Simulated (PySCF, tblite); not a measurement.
# C₂H₆OSi (triplet), a cluster model of a defect: EPR parameters

What EPR parameters should one expect for `O[C]C[SiH3]`? It is drawn as: twofold C.

Programs: tblite 0.8.0 and PySCF 2.14.0. All values are calculated, for the isolated system unless a continuum is named. Atoms count from 0, parts from 1.

## 1. The system as given

10 atoms, charge 0, multiplicity 3; geometry: distance geometry start.

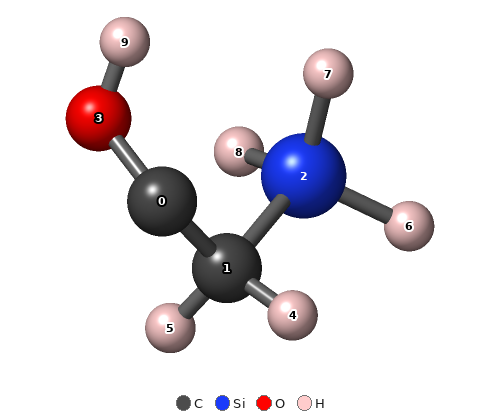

The starting geometry (carbon dark grey, silicon blue, oxygen red, hydrogen pink), atoms numbered.

## 2. Geometry optimisation with GFN2-xTB

Job settings and geometry (Å):

```
{"job": {"kind": "relax", "xc": "GFN2-xTB", "basis": "xTB"}, "charge": 0, "multiplicity": 3}
C      1.411539    -0.404429    -0.755190
C      0.155603    -0.983126    -0.144848
Si    -1.080578     0.336026     0.283484
O      1.880164     0.649588     0.041967
H     -0.313649    -1.606460    -0.957705
H      0.402454    -1.620874     0.741186
H     -2.458384    -0.131152     0.130645
H     -0.829882     1.418778    -0.673976
H     -0.965566     0.799948     1.688629
H      1.795551     1.530431    -0.378765
```

With the program's defaults for keys left out, this is: GFN2-xTB geometry optimisation, gas phase.

Launch:

```
$ OMP_NUM_THREADS=1 python cluster_run.py task.json out
```

This one command runs all jobs of the session in turn.

Log:

```text
step      E/eV     max force
  0    -352.01321    3.179
  1    -352.24901    1.452
  2    -352.31202    0.827
  3    -352.34334    0.658
  4    -352.37575    0.580
  5    -352.39019    0.309
  6    -352.39698    0.246
  7    -352.40347    0.325
  8    -352.41265    0.441
  9    -352.42077    0.335
 10    -352.42548    0.166
 11    -352.42788    0.130
 12    -352.42993    0.161
 13    -352.43221    0.177
 14    -352.43383    0.131
 15    -352.43481    0.077
 16    -352.43575    0.103
 17    -352.43707    0.151
 18    -352.43843    0.132
 19    -352.43922    0.074
 20    -352.43949    0.047
 21    -352.43966    0.050
 22    -352.43998    0.077
 23    -352.44044    0.083
 24    -352.44092    0.060
 25    -352.44128    0.046
 26    -352.44158    0.053
 27    -352.44200    0.085
 28    -352.44263    0.100
 29    -352.44337    0.091
 30    -352.44393    0.066
 31    -352.44430    0.058
 32    -352.44468    0.065
 33    -352.44530    0.081
 34    -352.44613    0.106
 35    -352.44700    0.102
 36    -352.44782    0.087
 37    -352.44872    0.091
 38    -352.44985    0.111
 39    -352.45140    0.132
 40    -352.45328    0.136
 41    -352.45532    0.108
 42    -352.45714    0.117
 43    -352.45839    0.116
 44    -352.45891    0.117
 45    -352.45796    0.146
 46    -352.45971    0.041
 47    -352.45985    0.039
 48    -352.46015    0.045
 49    -352.46035    0.057
 50    -352.46109    0.072
 51    -352.46193    0.089
 52    -352.46276    0.087
 53    -352.46317    0.067
 54    -352.46343    0.061
 55    -352.46383    0.065
 56    -352.46464    0.092
 57    -352.46566    0.095
 58    -352.46638    0.057
 59    -352.46672    0.046
 60    -352.46697    0.047
 61    -352.46727    0.054
 62    -352.46774    0.071
 63    -352.46828    0.068
 64    -352.46898    0.063
 65    -352.46974    0.057
 66    -352.47027    0.055
 67    -352.47049    0.056
 68    -352.47076    0.043
 69    -352.47112    0.060
 70    -352.47151    0.064
 71    -352.47185    0.059
 72    -352.47204    0.049
 73    -352.47211    0.048
 74    -352.47218    0.026
 75    -352.47222    0.019
 76    -352.47225    0.011
 77    -352.47226    0.009
 78    -352.47227    0.006
```

It took 1.5 s on 1 thread of Arm Neoverse V1, shared host.

Step by step:

| step | energy from step 0 (eV) | largest force (eV/Å) |
| --- | --- | --- |
| 0 | 0.0000 | 3.1788 |
| 3 | -0.3301 | 0.6580 |
| 6 | -0.3838 | 0.2456 |
| 9 | -0.4076 | 0.3352 |
| 12 | -0.4167 | 0.1606 |
| 15 | -0.4216 | 0.0773 |
| 18 | -0.4252 | 0.1319 |
| 21 | -0.4264 | 0.0496 |
| 24 | -0.4277 | 0.0602 |
| 27 | -0.4288 | 0.0853 |
| 30 | -0.4307 | 0.0653 |
| 33 | -0.4321 | 0.0810 |
| 36 | -0.4346 | 0.0869 |
| 39 | -0.4382 | 0.1318 |
| 42 | -0.4439 | 0.1170 |
| 45 | -0.4447 | 0.1459 |
| 48 | -0.4469 | 0.0454 |
| 51 | -0.4487 | 0.0892 |
| 54 | -0.4502 | 0.0614 |
| 57 | -0.4524 | 0.0951 |
| 60 | -0.4538 | 0.0475 |
| 63 | -0.4551 | 0.0681 |
| 66 | -0.4571 | 0.0549 |
| 69 | -0.4579 | 0.0604 |
| 72 | -0.4588 | 0.0488 |
| 75 | -0.4590 | 0.0190 |
| 78 | -0.4591 | 0.0066 |

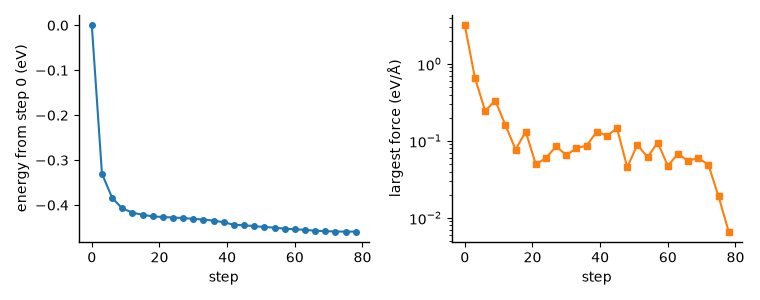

Energy and force, step by step.

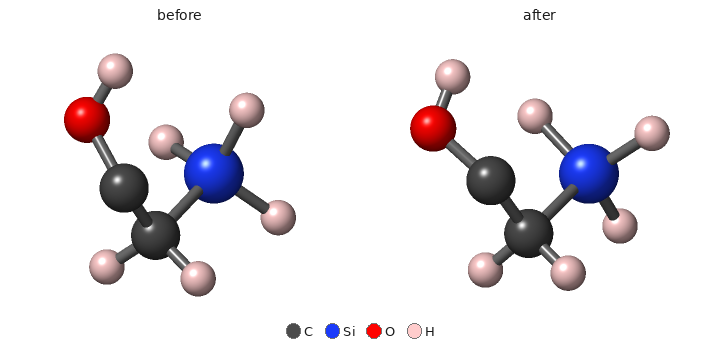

The geometry before (left) and after (right).

Distances of close pairs at the start and the end, largest changes first:

| bond | before (Å) | after (Å) | change (Å) |
| --- | --- | --- | --- |
| C1–Si2 | 1.858 | 1.940 | +0.082 |
| C0–C1 | 1.512 | 1.448 | -0.063 |
| C0–O3 | 1.402 | 1.343 | -0.059 |
| C1–H4 | 1.127 | 1.089 | -0.038 |
| C1–H5 | 1.119 | 1.099 | -0.020 |
| Si2–H8 | 1.484 | 1.467 | -0.017 |
| O3–H9 | 0.980 | 0.972 | -0.008 |
| Si2–H7 | 1.467 | 1.462 | -0.005 |

## 3. Relaxing the molecule at PBE0-D3(BJ)/def2-SVP

Job settings and geometry (Å):

```
{"job": {"xc": "PBE0", "basis": "def2-SVP", "d3": "d3bj", "grid": 2, "kind": "geom", "shake": 0.01}, "charge": 0, "multiplicity": 3}
C      1.391195    -0.281024    -0.655601
C      0.132736    -0.930164    -0.302119
Si    -1.225030     0.374461     0.203315
O      2.221773     0.446621     0.140677
H     -0.232506    -1.509845    -1.157473
H      0.286967    -1.620976     0.530977
H     -2.387815    -0.299993     0.719513
H     -1.489990     1.194558    -0.970486
H     -0.616652     1.214573     1.285103
H      1.960875     1.386206     0.207568
```

Log:

```text
step   0  E = -443.89242568  max force = 0.033473
step   1  E = -443.89656284  max force = 0.007127
step   2  E = -443.89678332  max force = 0.003381
step   3  E = -443.89684994  max force = 0.000999
step   4  E = -443.89688540  max force = 0.001557
step   5  E = -443.89692958  max force = 0.002072
step   6  E = -443.89695762  max force = 0.001289
step   7  E = -443.89696997  max force = 0.000228
optimisation converged
```

Wall time 57 s (1 thread of Arm Neoverse V1, shared host); peak memory 0.47 GiB.

Relaxation path:

| step | energy from step 0 (eV) | largest force component (eV/Å) |
| --- | --- | --- |
| 0 | 0.0000 | 1.7213 |
| 1 | -0.1126 | 0.3665 |
| 2 | -0.1186 | 0.1739 |
| 3 | -0.1204 | 0.0514 |
| 4 | -0.1214 | 0.0801 |
| 5 | -0.1226 | 0.1065 |
| 6 | -0.1233 | 0.0663 |
| 7 | -0.1237 | 0.0117 |

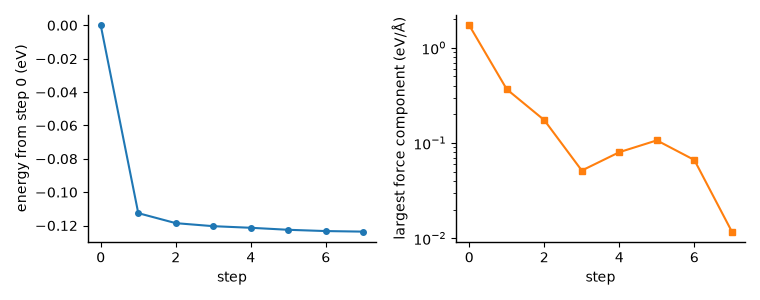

Energy and force, step by step.

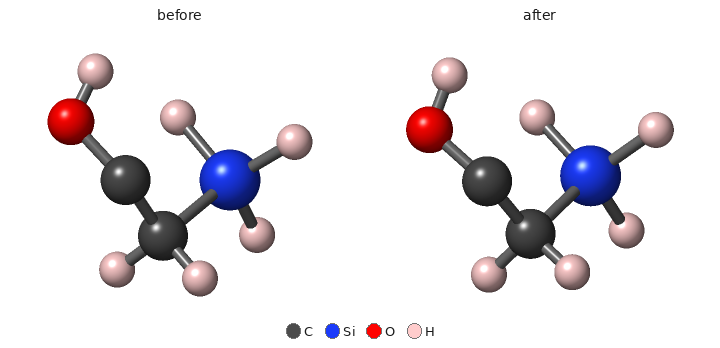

Before and after, at one scale.

Distances of close pairs at the start and the end, largest changes first:

| bond | before (Å) | after (Å) | change (Å) |
| --- | --- | --- | --- |
| Si2–H6 | 1.440 | 1.496 | +0.056 |
| C1–Si2 | 1.950 | 1.905 | -0.045 |
| Si2–H7 | 1.456 | 1.495 | +0.039 |
| C0–O3 | 1.361 | 1.332 | -0.030 |
| C1–H5 | 1.093 | 1.111 | +0.017 |
| C0–C1 | 1.459 | 1.477 | +0.017 |
| O3–H9 | 0.977 | 0.970 | -0.008 |
| C1–H4 | 1.096 | 1.102 | +0.006 |

The final coordinates are the input of the step that follows.

| at the end point | value |
| --- | --- |
| point group (found at 0.08 Å tolerance) | C1 |
| rotational constants (GHz, main isotopes) | 13.129, 3.183, 2.753 |
| dipole moment (D) | 0.99 |
| ⟨S²⟩ | 2.006 |

## 4. g tensor and hyperfine couplings: B3LYP/IGLO-III+pcH-1

Job settings and geometry (Å):

```
{"job": {"kind": "epr"}, "charge": 0, "multiplicity": 3}
C      1.412290    -0.327777    -0.642725
C      0.085054    -0.898968    -0.337348
Si    -1.172460     0.411395     0.237300
O      2.217424     0.284789     0.223230
H     -0.318346    -1.389040    -1.238026
H      0.154763    -1.684728     0.444425
H     -2.454634    -0.219785     0.678303
H     -1.450887     1.367104    -0.878221
H     -0.602193     1.185105     1.383428
H      2.170616     1.248844     0.131094
```

Method: UKS B3LYP, IGLO-III on C O Si, pcH-1 on H, non-relativistic, mean-field spin-orbit, GIAO.

Log:

```text
UKS, coarse grid
  cycle   1  E = -444.42709092  |g| = 4.27e-01
  cycle   2  E = -444.32982769  |g| = 6.79e-01
  cycle   3  E = -444.49186413  |g| = 9.36e-02
  cycle   4  E = -444.49491963  |g| = 3.70e-02
  cycle   5  E = -444.49563840  |g| = 8.48e-03
  cycle   6  E = -444.49568526  |g| = 2.68e-03
  cycle   7  E = -444.49569104  |g| = 1.15e-03
  cycle   8  E = -444.49569125  |g| = 4.35e-04
UKS, final grid
  cycle   1  E = -444.49569213  |g| = 5.27e-04
  cycle   2  E = -444.49569201  |g| = 7.61e-04
  cycle   3  E = -444.49569227  |g| = 9.77e-05
  cycle   4  E = -444.49569227  |g| = 2.35e-05
E = -444.49569227 Eh   <S^2> = 2.0057 (exact 2.0000)
g shifts (ppm)      1          2          3
  rmc          -182       -182       -182
  gc             28          5        -39
  oz_so        -227        508        924
  total        -381        331        704
hyperfine (MHz)  atom isotope    a_iso     a_fc   dipolar eigenvalues
    0   13C     305.57     305.70    -71.02     13.71     57.31
    1   13C      37.28      37.29     -6.26     -5.53     11.79
    2  29Si     -60.74     -60.82     -9.99      4.75      5.24
    3   17O     -44.11     -44.16    -25.92      6.17     19.75
    4    1H      13.51      13.51     -6.09     -5.53     11.62
    5    1H      71.76      71.76     -5.64     -3.12      8.76
    6    1H      11.90      11.90     -1.56     -0.87      2.43
    7    1H      -1.89      -1.89     -2.20     -1.42      3.62
    8    1H      -1.40      -1.40     -2.16     -1.36      3.52
    9    1H      63.93      63.91    -10.83     -7.55     18.38
zero-field splitting (cm-1)  D = 0.7009  E = 0.0704  (spin-spin 0.5603, spin-orbit 0.1450)
```

Wall time 45 s (1 thread of Arm Neoverse V1, shared host); peak memory 0.62 GiB.

Principal g values 2.00194, 2.00265, 2.00302; g(iso) = 2.00254, against 2.00232 for a free electron.

Hyperfine couplings, nucleus by nucleus at this fixed geometry (no averaging over rotations):

| nuclei | isotope | a(iso) (MHz) | a(iso) (G, at g = 2.0023) | largest dipolar term (MHz) |
| --- | --- | --- | --- | --- |
| C0 | 13C | 305.6 | 109.0 | -71.0 |
| H5 | 1H | 71.8 | 25.6 | 8.8 |
| H9 | 1H | 63.9 | 22.8 | 18.4 |
| Si2 | 29Si | -60.7 | -21.7 | -10.0 |
| O3 | 17O | -44.1 | -15.7 | -25.9 |
| C1 | 13C | 37.3 | 13.3 | 11.8 |
| H4 | 1H | 13.5 | 4.8 | 11.6 |
| H6 | 1H | 11.9 | 4.2 | 2.4 |
| H7 | 1H | -1.9 | -0.7 | 3.6 |
| H8 | 1H | -1.4 | -0.5 | 3.5 |

Zero-field splitting: D = 0.701 cm⁻¹ (spin-spin 0.560, spin-orbit 0.145), E = 0.070 cm⁻¹.

Mulliken spin populations:

| atom | value (e) |
| --- | --- |
| C0 | 1.75 |
| C1 | -0.08 |
| Si2 | 0.09 |
| O3 | 0.10 |
| H4 | 0.01 |
| H5 | 0.08 |
| H6 | 0.02 |
| H7 | 0.00 |
| H8 | 0.00 |
| H9 | 0.04 |

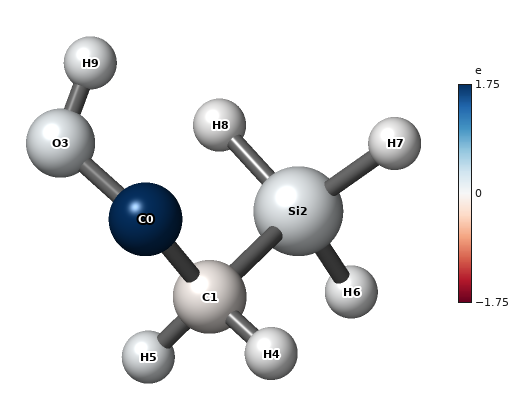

Mulliken spin populations, as colours on the atoms.

## 5. EPR parameters: BHandHLYP/IGLO-III+pcH-1

Same as in step 4 but for these lines:

```diff
@@ -1,2 +1,2 @@
-{"job": {"kind": "epr"}, "charge": 0, "multiplicity": 3}
+{"job": {"kind": "epr", "xc": "BHandHLYP"}, "charge": 0, "multiplicity": 3}
 C      1.412290    -0.327777    -0.642725
```

Method: UKS BHandHLYP, IGLO-III on C O Si, pcH-1 on H, non-relativistic, mean-field spin-orbit, GIAO.

Log:

```text
UKS, coarse grid
  cycle   1  E = -444.31688582  |g| = 3.58e-01
  cycle   2  E = -444.32868350  |g| = 3.76e-01
  cycle   3  E = -444.37655823  |g| = 5.89e-02
  cycle   4  E = -444.37867002  |g| = 1.91e-02
  cycle   5  E = -444.37901610  |g| = 7.65e-03
  cycle   6  E = -444.37907570  |g| = 3.03e-03
  cycle   7  E = -444.37908602  |g| = 8.92e-04
  cycle   8  E = -444.37908760  |g| = 3.18e-04
UKS, final grid
  cycle   1  E = -444.37908730  |g| = 1.83e-04
  cycle   2  E = -444.37908733  |g| = 1.41e-04
  cycle   3  E = -444.37908734  |g| = 5.01e-05
  cycle   4  E = -444.37908734  |g| = 3.64e-05
  cycle   5  E = -444.37908734  |g| = 5.76e-06
E = -444.37908734 Eh   <S^2> = 2.0084 (exact 2.0000)
g shifts (ppm)      1          2          3
  rmc          -182       -182       -182
  gc             28          5        -40
  oz_so        -211        495        858
  total        -366        318        636
hyperfine (MHz)  atom isotope    a_iso     a_fc   dipolar eigenvalues
    0   13C     338.25     338.39    -73.29     14.71     58.58
    1   13C      31.65      31.66     -6.35     -5.43     11.78
    2  29Si     -57.71     -57.79     -9.56      4.44      5.12
    3   17O     -44.56     -44.60    -24.72      5.52     19.20
    4    1H      14.00      14.00     -6.10     -5.77     11.87
    5    1H      71.72      71.71     -5.49     -3.22      8.71
    6    1H      11.38      11.37     -1.47     -0.86      2.33
    7    1H      -1.86      -1.86     -2.20     -1.49      3.69
    8    1H      -1.54      -1.54     -2.13     -1.44      3.58
    9    1H      60.48      60.47    -10.96     -7.48     18.44
zero-field splitting (cm-1)  D = 0.8079  E = 0.0797  (spin-spin 0.6060, spin-orbit 0.2078)
```

It took 47 s on 1 thread of Arm Neoverse V1, shared host; peak memory 0.62 GiB.

In short: g(iso) 2.00252.

## 6. Run by run: EPR parameters

g, ⟨S²⟩ and isotropic hyperfine couplings (MHz), with basis size and wall time:

| run | g(iso) | ⟨S²⟩ | 13C C0 | 1H H5 | 1H H9 | 29Si Si2 | 17O O3 | functions | time |
| --- | --- | --- | --- | --- | --- | --- | --- | --- | --- |
| B3LYP/IGLO-III+pcH-1 | 2.00254 | 2.006 | 305.6 | 71.8 | 63.9 | -60.7 | -44.1 | 209 | 45 s |
| BHandHLYP/IGLO-III+pcH-1 | 2.00252 | 2.008 | 338.3 | 71.7 | 60.5 | -57.7 | -44.6 | 209 | 47 s |

## 7. Results

| quantity | value |
| --- | --- |
| point group | C1 |
| rotational constants (main isotopes) | 13.13, 3.18, 2.75 GHz |
| D, E (B3LYP) | 0.701, 0.070 cm⁻¹ |
| g(iso) (B3LYP) | 2.00254 |
| ⟨S²⟩ | 2.006 (exact 2.00) |
| largest a(iso) | 13C on C0, 305.6 MHz |

What this shows: Over 7 steps the energy fell by 0.124 eV; of the close pairs, Si2–H6 changed most, 1.440 to 1.496 Å (PBE0/def2-SVP). Most of the unpaired spin sits on C0 (1.75 e). The isotropic g lies 0.2 ppt above the free-electron value. The coupling of 13C on C0 runs from 305.6 (B3LYP/IGLO-III+pcH-1) to 338.3 MHz (BHandHLYP/IGLO-III+pcH-1). The triplet was assumed; the singlet may lie lower.
